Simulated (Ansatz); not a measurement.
# AlB3P4: a trial structure relaxed, part 2 of 2

Aim: relax a trial structure of AlB3P4 and see where it ends.

Ansatz 0.2.0; DFT PBE, scalar-relativistic, plane waves, PAW. The steps go on from the part before.

## Step 4: Relaxation on the finer mesh

The end of the coarse run is made exact in the group found at a tolerance of 0.06 Å and reduced to its primitive cell.

The input, input.yaml:

```yaml
crystal:
  lattice:
    - [4.8189775865, 0.0, 0.0]
    - [0.0, 4.8189775865, 0.0]
    - [0.0, 0.0, 4.8189775865]
  atoms:
    - { symbol: Al, position: [0.0, 0.0, 0.0] }
    - { symbol: B, position: [0.0, 0.5, 0.5] }
    - { symbol: B, position: [0.5, 0.0, 0.5] }
    - { symbol: B, position: [0.5, 0.5, 0.0] }
    - { symbol: P, position: [0.2683320117, 0.2683320117, 0.7316679883] }
    - { symbol: P, position: [0.2683320117, 0.7316679883, 0.2683320117] }
    - { symbol: P, position: [0.7316679883, 0.2683320117, 0.2683320117] }
    - { symbol: P, position: [0.7316679883, 0.7316679883, 0.7316679883] }
basis:
  ecutwfc: 420
kpoints:
  mp_grid: { grid: [6, 6, 6] }
hamiltonian:
  xc: pbe
scf:
  occupations: { method: gaussian, width: 0.02 }
output:
  forces: true
  stress: true
  eigenvalues: true
  write_density: true
  write_potential: true
  elf: true
  volumetric_format: npy
relax:
  adjacent_minimum: "off"
  f_tol: 0.01
  max_steps: 80
  cell: { stress_tol: 0.05 }
```

Launch:

```sh
> ansatz run input.yaml --threads 1 --pin off --max-ram 2560MiB --backend cpu --events-out ev --progress --plain --runs-dir out
```

Log, cut to the lines that bear on the results:

```text
Warning: RAYON_NUM_THREADS=1 ignored (pool sized by the plan → 1); use --threads N
[...]
Pseudopotentials: kind: paw
Pseudopotential: Al, paw, valence charge 3, recommended cutoff 420 eV (normal), Al.paw.azcp
Pseudopotential: B, paw, valence charge 3, recommended cutoff 420 eV (normal), B.paw.azcp
Pseudopotential: P, paw, valence charge 5, recommended cutoff 420 eV (normal), P.paw.azcp
Functional definition: PBE
[...]
Crystal: 8 atoms, lattice volume = 111.909 Å³
Basis set: ecut = 420 eV, 2109 PW (Γ), exchange–correlation on 72×72×72 points (8 copies of the dense FFT grid, shifted against one another)
Bands: 24, of which v1, the nominal top of the filled ones, is band 16 counted from 1 (15 counted from 0)
Symmetry: 24 space group operations
Space group: P-43m (ITA 215), of the structure as read, at distance tolerance 4.8e-5 Å
k-points: 20 of 216 (time reversal used)
[...]
  F+E_penalty+E_count = -4029.72179347 eV   max|allowed force component| = 2.088e-3 eV/Å   (the final SCF, on the basis selected at the relaxed cell)
  cell:  # Å, volume = 111.6441 Å³
    - [4.815174023048273, -2.3723043325394857e-34, -2.5358077601098604e-33]
    - [-2.3723043325394857e-34, 4.815174023048273, -3.851859888774472e-33]
    - [-2.5358077601098604e-33, -3.851859888774472e-33, 4.815174023048273]
  atoms:
    - { symbol: Al, position: [-2.4607836514491766e-21, -5.2731078245343185e-21, -5.2731078245343854e-21] }
    - { symbol: B, position: [-2.46078365144911e-21, 0.5, 0.5] }
    - { symbol: B, position: [0.5, -5.273107824534345e-21, 0.5] }
    - { symbol: B, position: [0.5, 0.5, -5.2731078245343915e-21] }
    - { symbol: P, position: [0.2684219311194151, 0.2684219311194151, 0.7315780688805849] }
    - { symbol: P, position: [0.2684219311194151, 0.7315780688805849, 0.2684219311194151] }
    - { symbol: P, position: [0.7315780688805849, 0.2684219311194151, 0.2684219311194151] }
    - { symbol: P, position: [0.7315780688805849, 0.7315780688805849, 0.7315780688805849] }
```

It took 23 s on 1 thread of Intel Xeon at 2.70GHz, shared host; peak memory 0.38 GiB.

Relaxation path:

| step | E - E(step 1) (eV/cell) | largest force component (eV/Å) | pressure (GPa) | volume (Å³) |
| --- | --- | --- | --- | --- |
| 1 | 0.0000 | 0.0110 | -0.29 | 111.91 |
| 2 | -0.0003 | 0.0018 | -0.11 | 111.74 |
| 3 | -0.0004 | 0.0021 | 0.01 | 111.64 |
| 4 | -0.0002 | 0.0021 | 0.01 | 111.64 |

Step 1 is the start. Step 4 repeats the geometry before it on a plane-wave basis chosen anew for that cell, so its energy need not be comparable with the rows above.

|  | before | after | change |
| --- | --- | --- | --- |
| a (Å) | 4.819 | 4.815 | -0.1 % |
| b (Å) | 4.819 | 4.815 | -0.1 % |
| c (Å) | 4.819 | 4.815 | -0.1 % |
| volume (Å³/atom) | 13.99 | 13.96 | -0.2 % |
| shortest distance (Å) | 2.041 | 2.039 | -0.1 % |
| space group (0.01 Å) | P-43m | P-43m | same |

Forces and stress were held to the start's 24 operations: a distortion of lower symmetry was not tested.

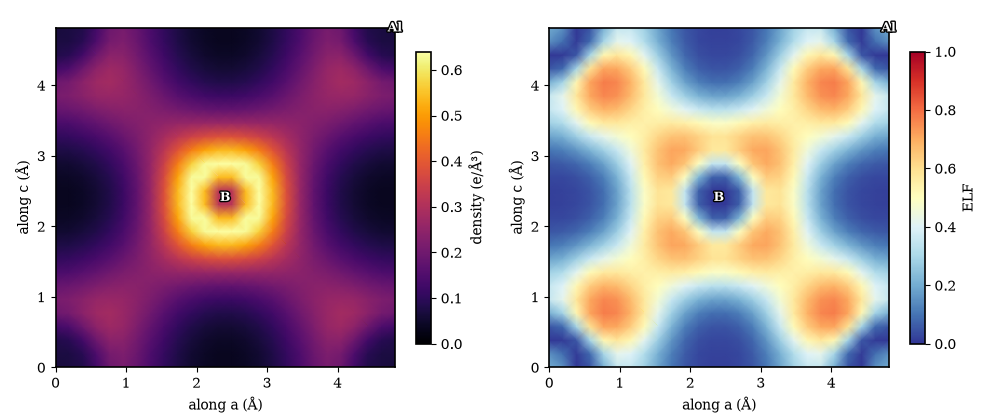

Density (left) and ELF (right) in a lattice plane of the grid's cell (edges 4.82 and 4.82 Å, at 1.000 of the third edge), which holds Al and B. Only atoms in the plane are labelled. Both are smooth fields of the valence electrons: close to the nuclei they are not physical.

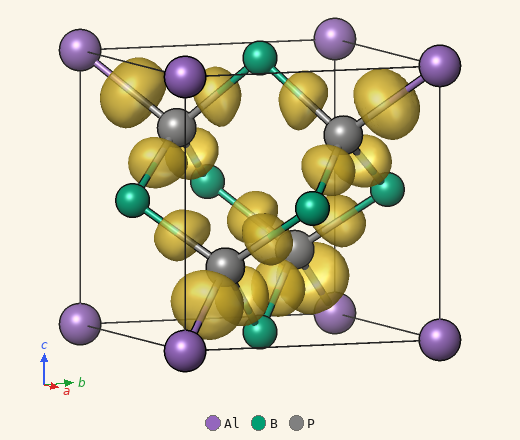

Surface of ELF = 0.85, drawn in one cell.

The highest ELF values outside the cores: 0.96 on the Al–P line, 1.0 Å from Al; 0.94 on the P–B line, 0.9 Å from P.

## Step 5: Results

This closing draws on all 2 parts. Changes of volume or cell count from the first structure of part 1.

| quantity | value |
| --- | --- |
| symmetry at the end (tolerance 0.02 Å) | space group P-43m (No. 215) |
| conventional cell | a = 4.815 Å, b = 4.815 Å, c = 4.815 Å, α = 90.00°, β = 90.00°, γ = 90.00° |
| volume | 13.96 Å³/atom |
| energy over the elements, black P | -0.22 eV/atom |
| gap on the mesh | 0.96 eV |

What this shows: The space group P-43m (No. 215) is kept, and the volume per atom shrinks by 6.1 % from the first guess. It lies below the elements, which doesn't yet make it stable: competing phases were not computed in this session. No finished test with a distortion of lower symmetry is shown, so the end may be a saddle point.
